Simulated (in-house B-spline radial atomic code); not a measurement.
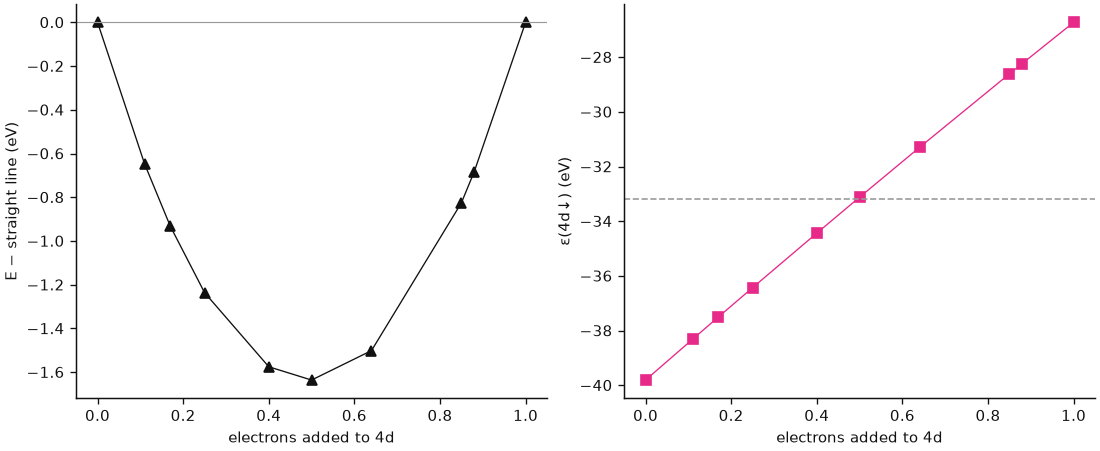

The calculation used an in-house B-spline radial code at this level: scalar-relativistic (spin-free one-electron X2C) HSE06, spin-polarised, spherical fractional occupations, Fermi nucleus, basis-set limit. The occupation of the 4d shell is varied from Pd³⁺ ([Kr] 4d7 (high spin)) to Pd²⁺ ([Kr] 4d8 (high spin)), with spherical fractional occupations. The plot shows the total energy less the straight line between the end points, and the eigenvalue of 4d↓ (the dashed line is minus the energy to take the whole electron out).

Question: Describe the curve.

Answer: The curve is convex (below the straight line), with the largest deviation among the points computed, −1.64 eV, at 0.5. The end points differ by 33.2 eV, the energy to take the electron out. The eigenvalue, which is the slope of the energy (Janak's theorem), moves from −39.8 eV at 0 to −26.7 eV at 1; for a straight line it would stay constant, and a parabola would sag by an eighth of this change, scaled to a whole electron, 1.64 eV. Convexity is the mark of the delocalisation error, which puts fractional charges too low; for p, d and f shells the spherical spreading of the fraction adds to it. Exact exchange at spherical fractional occupations leaves self-interaction in partly filled shells, which adds to the curvature.
